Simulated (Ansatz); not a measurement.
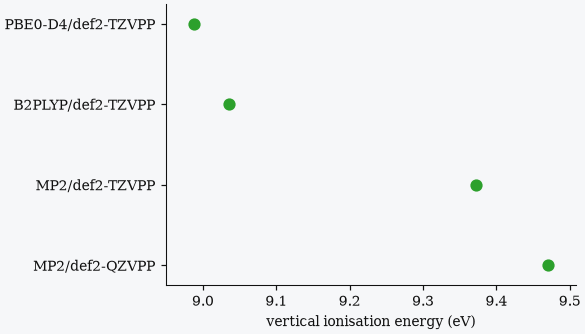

Vertical ionisation energy of C₂H₄OS (enol tautomer), SMILES C=C(O)S, taken as the energy of the cation less that of the neutral at fixed geometry (unrestricted doublet cation, cores frozen in correlated methods, no spin-orbit coupling), the Ansatz code, at a PBE0-D4/def2-TZVP geometry (a minimum by its frequencies).

What range do the values span?

From 8.99 eV (PBE0-D4/def2-TZVPP) to 9.47 eV (MP2/def2-QZVPP).

Give the values.

| level | eV |
| --- | --- |
| PBE0-D4/def2-TZVPP | 8.99 |
| B2PLYP/def2-TZVPP | 9.04 |
| MP2/def2-TZVPP | 9.37 |
| MP2/def2-QZVPP | 9.47 |
